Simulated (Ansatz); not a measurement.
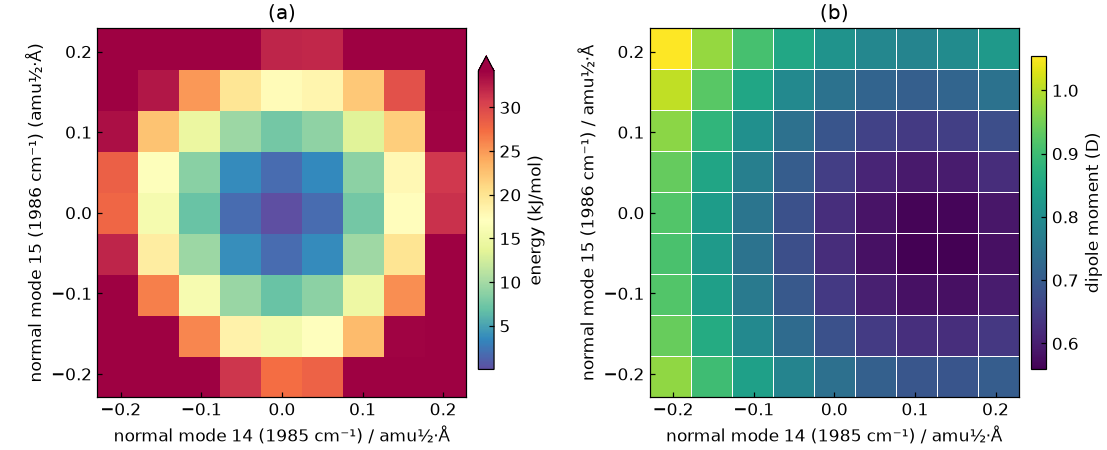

AlH5SSn, SMILES [SH][AlH][SnH3]. 
- Coordinates scanned: (1) normal mode 14 (1985 cm⁻¹); (2) normal mode 15 (1986 cm⁻¹).
- Nothing is relaxed (straight displacements along the two mass-weighted modes).
- Grid: 9 × 9 points.
- Points are written as (first, second).
- Energies are in kJ/mol, from the relaxed molecule at the same level.
- The calculation used RHF/def2-TZVP (Ansatz 0.2.0).

Panel (a) is the energy and panel (b) the computed dipole moment on the same grid.

In the figure: one coloured cell a grid point, one colour for all values above the top of the scale.

> How does the dipole moment vary over the map, and what is it at the lowest grid point?

Leaving out the highest fifth of the energies, it runs from 0.56 D at (0.153 amu½·Å, −0.051 amu½·Å) to 0.97 D at (−0.203 amu½·Å, 0.102 amu½·Å). At the lowest grid point, (0.000 amu½·Å, 0.000 amu½·Å), it is 0.62 D.
